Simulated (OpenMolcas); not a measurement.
# W⁴⁺ among point charges: CASSCF and CASPT2 levels and susceptibility

Aim: the splitting of the states of W⁴⁺ in the field of 3 point charges, its lowest levels with spin-orbit coupling and its magnetic susceptibility.

Method: state-averaged CASSCF and CASPT2, spin-orbit coupling by RASSI with atomic mean-field integrals. Code: OpenMolcas 26.06.

## Step 1: The atom as given

* Species: W⁴⁺ (tungsten, Z = 74, 70 electrons)
* Basis: ANO-RCC-VDZP [7s6p4d2f1g], 68 functions
* Scalar Hamiltonian: DKH2, point nucleus
* Inactive shells: 1s 2s 2p 3s 3p 3d 4s 4p 4d 4f 5s 5p
* Active space: 2 electrons in 5 orbitals (5d)
* Some configurations of this space: 5d2
* Orbitals: optimised for each spin and parity, averaged over all roots

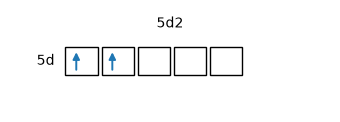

Outer shells as boxes.

The ion sits among 3 point charges of -2.5 e arranged as a planar triangle (D3h), 2.03 Å from the ion.

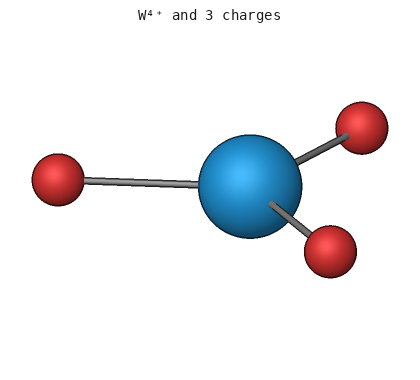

The ion and the point charges (red).

The work runs as a chain of OpenMolcas steps in one folder; each step below is one input file. Labels, J, g values, rates, χT and fits are worked out afterwards by a script from the matrices that RASSI stores.

## Step 2: Basis and integrals

The input, a.inp:

```
&GATEWAY
Coord
1

W 0.0 0.0 0.0
Basis=ANO-RCC-VDZP
Group=NoSym
NoMove
AngMom=0.0 0.0 0.0
AMFI
XField
3 Angstrom 0
2.030000 0.000000 0.000000 -2.500000
-1.015000 1.758032 0.000000 -2.500000
-1.015000 -1.758032 0.000000 -2.500000
&SEWARD
```

## Step 3: CASSCF: triplets, 10 roots

The input, a.inp:

```
&RASSCF
FileOrb=start.orb
Symmetry=1
Spin=3
nActEl=2 0 0
Inactive=34
Ras2=5
CIRoot=10 10 1
SDav=10
CIMx=300
Iter=120 100
PrWF=0.3
OrbListing=Nothing
MaxOrb=0
>>> COPY $Project.JobIph JOB001
```

start.orb holds the contracted functions of the basis, ordered by shell, or the orbitals of the step before.

## Step 4: CASSCF: singlets, 15 roots

The input, a.inp:

```
&RASSCF
FileOrb=start.orb
Symmetry=1
Spin=1
nActEl=2 0 0
Inactive=34
Ras2=5
CIRoot=15 15 1
SDav=15
CIMx=300
Iter=120 100
PrWF=0.3
OrbListing=Nothing
MaxOrb=0
>>> COPY $Project.JobIph JOB002
```

## Step 5: RASSI: spin-orbit coupling between the states

The input, a.inp:

```
&RASSI
NrOfJobIphs=2 10 15
1 2 3 4 5 6 7 8 9 10
1 2 3 4 5 6 7 8 9 10 11 12 13 14 15
IphNames
JOB001
JOB002
EJob
SpinOrbit
DIPRint=1.0
SOCoupling=1000.0
Subsets=2
Property=9
'ANGMOM' 1 'ANGMOM' 2 'ANGMOM' 3 'MLTPL  1' 1 'MLTPL  1' 2 'MLTPL  1' 3
'AMFI' 1 'AMFI' 2 'AMFI' 3
SOProperty=3
'ANGMOM' 1 'ANGMOM' 2 'ANGMOM' 3
```

## Step 6: CASPT2: IPEA 0.25, imaginary shift 0.1 (closed shells correlated: 4f 5s 5p)

The input, a.inp:

```
>>> COPY JOB001 $Project.JobIph
&CASPT2
Multistate=10 1 2 3 4 5 6 7 8 9 10
NoMult
Frozen=23
IPEA=0.25
Imaginary=0.1
MaxIter=60
WThr=0.0 0.3 0.05
PrWF=0.5
NoMix
>>> COPY JOB002 $Project.JobIph
&CASPT2
Multistate=15 1 2 3 4 5 6 7 8 9 10 11 12 13 14 15
NoMult
Frozen=23
IPEA=0.25
Imaginary=0.1
MaxIter=60
WThr=0.0 0.3 0.05
PrWF=0.5
NoMix
```

(Steps that only read results are left out.)

Before running it: what results should come out? Wanted: spin-free ground state; first state of the same spin within the active space; lowest level; next level.

**Answer**, as computed:

| quantity | value |
| --- | --- |
| method | SS-CASPT2, IPEA 0.25, imaginary shift 0.1 (closed shells correlated: 4f 5s 5p) |
| spin-free ground state | 3E, 2-fold in its orbital part |
| first state of the same spin within the active space | 3A2 at 6870 cm⁻¹ |
| lowest level | 1-fold A1 |
| next level | 3754.5 cm⁻¹ |
| χT at 300 K | 0.03 cm³ K/mol |
| effective moment at 300 K | 0.51 μB |

Cost by method:

| method | time of its own steps | time with the reference |
| --- | --- | --- |
| A. CASSCF | 8.5 s | 8.5 s |
| B. SS-CASPT2, IPEA 0.25, imaginary shift 0.1, +4f 5s 5p | 10 s | 19 s |

Times are of one thread on a shared host.

**Reading.** The spin-free ground state (3E) comes to 58 % from free-ion F terms and keeps the highest spin of the shell. χT at 300 K is 0.03, against 1.00 cm³ K/mol for the spin alone, so spin-orbit coupling lowers it. CASPT2 does not keep the components of a term degenerate, and the means are used. The field of point charges can differ much from that of real complexes. This is an electrostatic model: the charges have no orbitals.
